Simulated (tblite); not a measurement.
# Frequency calculation, with input and output: C7H9BSi

- system: C7H9BSi
- method: GFN2-xTB harmonic vibrations, gas phase (tblite 0.8.0)

It belongs to a series of runs on one base structure; here: constitutional isomer.

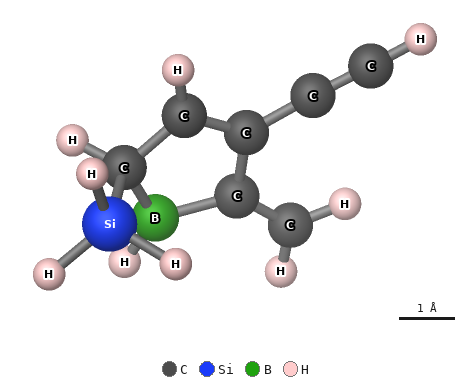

The input geometry (ball-and-stick view, seen at a tilt). Bond lengths as drawn: B–C 1.56 Å, B–H 1.17 Å, C–C 1.20 to 1.49 Å, C–H 1.05 to 1.09 Å, C–Si 1.93 Å and H–Si 1.46 to 1.47 Å.

Summary:

```csv
quantity,value
outcome,converged
total energy,−609.7818 eV
zero-point energy,78.4630 kcal/mol
hardware,"1 CPU thread, shared host"
wall time,2.5 s
peak memory,0.18 GiB
```

Input:
```
{"job": {"kind": "ir", "xc": "GFN2-xTB", "basis": "xTB"}, "charge": 0, "multiplicity": 1}
C     -2.939361     1.857218    -0.908223
C     -2.001280     1.256021    -0.458268
C     -0.917393     0.506886     0.038758
C      0.138177     0.998409     0.714656
C      1.162892    -0.036332     1.042042
Si     2.682627     0.286393    -0.096160
B      0.488848    -1.381086     0.617965
C     -0.816993    -0.954975    -0.120240
C     -1.720793    -1.690374    -0.778629
H     -3.750499     2.401884    -1.289812
H      0.265256     2.038487     0.973342
H      1.539995     0.053621     2.062601
H      2.293971     0.170145    -1.502715
H      3.155371     1.648806     0.167881
H      3.741248    -0.674122     0.219620
H      0.871031    -2.465034     0.815085
H     -2.589912    -1.250663    -1.246787
H     -1.611944    -2.758968    -0.869437
```

The first line tells a small driver script what to run in tblite; the rest is the geometry in Å.

Launched with:
```bash
OMP_NUM_THREADS=1 python <driver script> task.json out
```

The program's output:
```
mode    cm-1     km/mol
  1      63.0      0.67
  2      80.0      0.16
  3     114.6      0.02
  4     128.2      0.17
  5     184.9      0.78
  6     191.9      0.62
  7     313.8      0.74
  8     347.0      6.45
  9     376.6      2.34
 10     446.3      2.45
 11     481.8      5.22
 12     502.2     28.78
 13     517.2      3.42
 14     545.3     34.80
 15     617.0      0.80
 16     633.1     13.13
 17     657.7     20.38
 18     694.8     22.07
 19     724.5     15.51
 20     751.1     11.46
 21     773.4    141.34
 22     774.8    171.49
 23     787.0    178.43
 24     790.5    488.47
 25     828.4      0.85
 26     871.5      3.62
 27     908.3     22.20
 28     910.9     34.15
 29     982.4    134.07
 30    1040.3     30.51
 31    1078.3     65.04
 32    1106.0      6.83
 33    1198.1     43.72
 34    1220.8     38.22
 35    1288.6     10.69
 36    1403.5      2.16
 37    1605.2     12.52
 38    1641.6     33.16
 39    2246.6    309.89
 40    2249.1     28.97
 41    2264.8    409.32
 42    2267.4    170.11
 43    2678.2    148.69
 44    2947.2     55.41
 45    3067.6     20.20
 46    3082.9     45.42
 47    3106.6     33.18
 48    3394.5      2.05
```

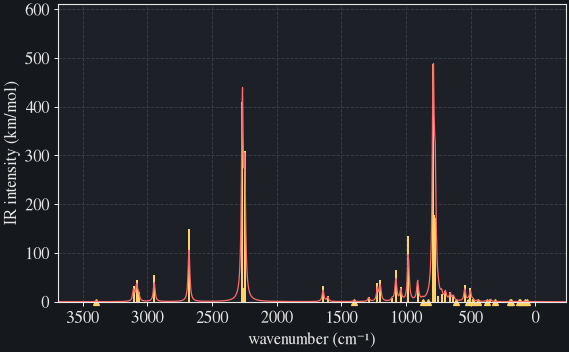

Harmonic infrared spectrum, unscaled: sticks (degenerate modes added up, dark ones marked on the axis) with a Lorentzian envelope of 16 cm⁻¹ full width, scaled to the tallest stick. 48 modes from 63 to 3394 cm⁻¹, none imaginary. The strongest line is at 790 cm⁻¹ (488 km/mol).
